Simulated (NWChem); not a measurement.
**doublet CH6Ge+ at 3 levels**

We compute a comparison of 3 runs (UHF/STO-3G, UHF/3-21G, UB3LYP/6-31G*) of doublet CH6Ge+. 

The calculation is run with NWChem 7.3.0.

68 further runs of the same task are left out: 68 set aside as unsound or not needed.

## 1. The molecule

CH6Ge+ has 8 atoms, charge +1, and is taken as a doublet. As SMILES of the parent species, `[CH3][GeH3]`. Geometry: relaxed at PBE0-D4/def2-TZVP. That shape belongs to the parent species and isn't relaxed for this state.

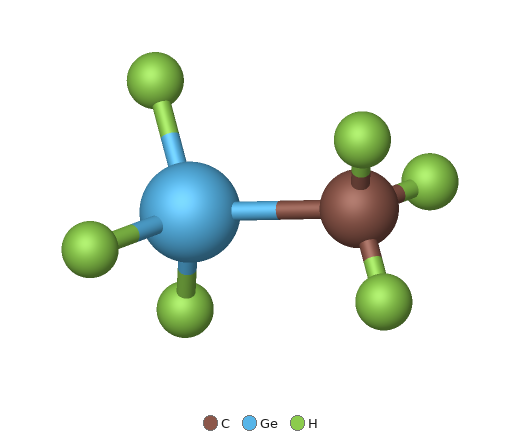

The structure, seen from a chosen angle (carbon brown, germanium blue, hydrogen green).

## 2. A single-point energy at UHF/STO-3G (run 1)

The input, ch6ge.xyz:

```xyz
8
CH6Ge energy
C     -0.310900     0.190300    -0.971400
Ge     0.296900    -0.181900     0.846700
H     -1.380100     0.404200    -0.976500
H      0.218800     1.052200    -1.378400
H     -0.124600    -0.669400    -1.616000
H      0.030700     1.028200     1.760100
H      1.807100    -0.479600     0.857700
H     -0.445700    -1.401200     1.422100
```

The input, run.py:

```python
from ase.io import read
from ase.calculators.nwchem import NWChem

molecule = read('ch6ge.xyz')

calc = NWChem(
    label='ch6ge',
    theory='scf',
    memory='2200 mb',
    basis='STO-3G',
    basispar='spherical bse',
    charge=1,
    scf={'nopen': '1', 'uhf': None, 'thresh': '1e-08', 'maxiter': '80'},
    task='energy',
)
molecule.calc = calc

print("Total energy (eV):", round(molecule.get_potential_energy(), 6))
```

Launch:

```sh
$ export ASE_NWCHEM_COMMAND="nwchem PREFIX.nwi > PREFIX.nwo"
$ python run.py
```

Output:

```text
Total energy (eV): -56935.055095
```

The calculator wrote ch6ge.nwi:

```
title "ch6ge"

permanent_dir ch6ge

scratch_dir ch6ge

start ch6ge

geometry units angstrom nocenter noautosym noautoz
  C  -3.1090000000000001e-01 1.9030000000000000e-01 -9.7140000000000004e-01
  Ge 2.9690000000000000e-01 -1.8190000000000001e-01 8.4670000000000001e-01
  H  -1.3801000000000001e+00 4.0420000000000000e-01 -9.7650000000000003e-01
  H  2.1879999999999999e-01 1.0522000000000000e+00 -1.3784000000000001e+00
  H  -1.2460000000000000e-01 -6.6940000000000000e-01 -1.6160000000000001e+00
  H  3.0700000000000002e-02 1.0282000000000000e+00 1.7601000000000000e+00
  H  1.8070999999999999e+00 -4.7960000000000003e-01 8.5770000000000002e-01
  H  -4.4569999999999999e-01 -1.4012000000000000e+00 1.4220999999999999e+00
end

charge 1

memory 2200 mb

basis spherical bse noprint
   * library STO-3G
end

scf
  nopen 1
  uhf
  thresh 1e-08
  maxiter 80
end

task scf energy
```

ch6ge.nwo:

```text
Northwest Computational Chemistry Package (NWChem) 7.3.0
             --------------------------------------------------------

           Job information
           ---------------

    nwchem branch   = 7.3.0
    use scalapack   = T
    input           = ch6ge.nwi
    prefix          = ch6ge.
    data base       = ch6ge/ch6ge.db
    status          = startup
    nproc           =        1

           Memory information
           ------------------

    heap     =     72089600 doubles =      550.0 Mbytes
    stack    =     72089597 doubles =      550.0 Mbytes
    global   =    144179200 doubles =     1100.0 Mbytes (distinct from heap & stack)
    total    =    288358397 doubles =     2200.0 Mbytes
    verify   = yes
    hardfail = no

[... 37 lines left out ...]
            Nuclear Dipole moment (a.u.)
[... 90 lines left out ...]
 1-e energy   =   -3107.058758
[... 7 lines left out ...]
         Quadratically convergent UHF
[... 14 lines left out ...]
       Final UHF  results
[... 3 lines left out ...]
      One electron energy =  -3160.527683745357
[... 1 line left out ...]
 Nuclear repulsion energy =    119.994915651213
[... 41 lines left out ...]
          Final beta eigenvalues
[... 182 lines left out ...]
                     UHF Final Beta Molecular Orbital Analysis
[... 201 lines left out ...]
   Mulliken analysis of the spin density
   -------------------------------------

    Atom       Charge   Shell Charges
 -----------   ------   -------------------------------------------------------
    1 C    6     0.73   0.00  0.07  0.66
    2 Ge  32     0.20  -0.00 -0.00  0.00 -0.00  0.00 -0.04  0.22  0.01
    3 H    1    -0.02  -0.02
[... 4 lines of this table left out ...]
    8 H    1     0.04   0.04

       Multipole analysis of the density wrt the origin
       ------------------------------------------------

     L   x y z        total         alpha         beta         nuclear
     -   - - -        -----         -----         ----         -------
     0   0 0 0      1.000000    -22.000000    -21.000000     44.000000

     1   1 0 0     -0.007649     -7.249923     -7.387229     14.629503
[... 8 lines of this table left out ...]
     2   0 0 2    -12.481432    -79.911329    -75.139492    142.569389

 Task  times  cpu:        2.8s     wall:        2.8s
 Total times  cpu:        2.9s     wall:        2.9s
```

Run time: 4.2 s. Hardware: 1 thread of Intel Xeon 6975P-C (Granite Rapids), shared host; peak memory 0.097 GiB.

## 3. A single-point energy at UHF/3-21G (run 2)

The input, ch6ge.nw:

```
start ch6ge
memory total 2200 mb
charge 1
geometry noautosym nocenter noautoz
   C       -0.310900       0.190300      -0.971400
   Ge       0.296900      -0.181900       0.846700
   H       -1.380100       0.404200      -0.976500
   H        0.218800       1.052200      -1.378400
   H       -0.124600      -0.669400      -1.616000
   H        0.030700       1.028200       1.760100
   H        1.807100      -0.479600       0.857700
   H       -0.445700      -1.401200       1.422100
end
basis spherical bse
   * library 3-21G
end
scf
   doublet
   uhf
   thresh 1e-08
   maxiter 80
end
task scf energy
```

Launch:

```sh
$ nwchem ch6ge.nw > ch6ge.out
```

Output:

```text
[...]
  functions       =    43
[...]
  wavefunction    = UHF
[...]
         Total SCF energy =  -2106.074325843234
      One electron energy =  -3165.298446100036
      Two electron energy =    939.229204605588
 Nuclear repulsion energy =    119.994915651213
                       Sz =      0.5000
                 Sz(Sz+1) =      0.7500
                      S^2 =      0.7572
[...]
```

Run time: 12 s. Hardware: 1 thread of Intel Xeon 6975P-C (Granite Rapids), shared host; peak memory 0.092 GiB.

## 4. A single-point energy at UB3LYP/6-31G(d) (Cartesian functions) (run 3)

The input, m1.nw:

```
start m1
title "CH6Ge B3LYP"
memory 2200 mb
charge 1

geometry units angstroms noautosym nocenter noautoz
 C    -0.310900    0.190300   -0.971400
 Ge    0.296900   -0.181900    0.846700
 H    -1.380100    0.404200   -0.976500
 H     0.218800    1.052200   -1.378400
 H    -0.124600   -0.669400   -1.616000
 H     0.030700    1.028200    1.760100
 H     1.807100   -0.479600    0.857700
 H    -0.445700   -1.401200    1.422100
end

basis
 * library 6-31G*
end

dft
 xc b3lyp
 mult 2
 grid xfine
 convergence energy 1e-08
 iterations 100
 mulliken
 noprint "final vectors analysis"
end

task dft
```

Launch:

```sh
$ nwchem m1.nw > m1.out
```

Output:

```text
[...]
          Wavefunction type:  spin polarized.
          No. of atoms     :     8
          No. of electrons :    43
[...]
          Charge           :     1
          Spin multiplicity:     2
[...]
          AO basis - number of functions:    62
[...]
              XC Information
              --------------
                         B3LYP Method XC Potential
                     Hartree-Fock (Exact) Exchange  0.200
                        Slater Exchange Functional  0.800 local
                    Becke 1988 Exchange Functional  0.720 non-local
              Lee-Yang-Parr Correlation Functional  0.810
                  VWN I RPA Correlation Functional  0.190 local
[...]
 d= 0,ls=0.0,diis     1  -2117.6269602265 -2.24D+03  2.52D-02  3.14D+00     3.9
[...]
 d= 0,ls=0.0,diis    20  -2118.0664111083 -3.57D-09  3.63D-06  5.06D-08    79.3
[...]
         Total DFT energy =    -2118.066411108338
      One electron energy =    -3175.512822734774
           Coulomb energy =     1023.826891582525
    Exchange-Corr. energy =      -86.375395607303
 Nuclear repulsion energy =      119.994915651213
[...]
      Total Density - Mulliken Population Analysis
     ---------------------------------------------
    Atom       Charge   Shell Charges
 -----------   ------   -------------------------------------------------------
    1 C    6     6.52   1.99  0.72  2.07  0.70  1.01  0.03
    2 Ge  32    31.82   2.00  1.99  6.00  1.93  5.99  1.44  2.14  0.06  0.13  6.92  2.96  0.26
    3 H    1     0.69   0.50  0.19
    4 H    1     0.69   0.50  0.19
    5 H    1     0.69   0.50  0.19
    6 H    1     0.86   0.47  0.39
    7 H    1     0.86   0.47  0.39
    8 H    1     0.86   0.47  0.39
[...]
      <S2> =      0.7527 (Exact =     0.7500)
[...]
```

Wall time 80 s (1 thread of Intel Xeon 6975P-C (Granite Rapids), shared host); peak memory 0.13 GiB.

## 5. All runs side by side

```
run                                level  Cartesian functions  iteration cap   energy (Eh)  HOMO energy (eV)  LUMO energy (eV)   ⟨S²⟩  wall time
  1                           UHF/STO-3G                   no             80  -2092.324700            -17.67             -8.26  0.757      4.2 s
  2                            UHF/3-21G                   no             80  -2106.074326            -18.34             -9.37  0.757       12 s
  3  UB3LYP/6-31G* (Cartesian functions)                  yes            100  -2118.066411                 –                 –  0.753       80 s
```

## 6. Summary of results

| quantity | value |
| --- | --- |
| run 3: total energy | -2118.06641 Eh |
| run 3: ⟨S²⟩ | 0.753 |

In run 1 the basis is minimal, so the values are rough. All runs together took 96 s, the longest 80 s.
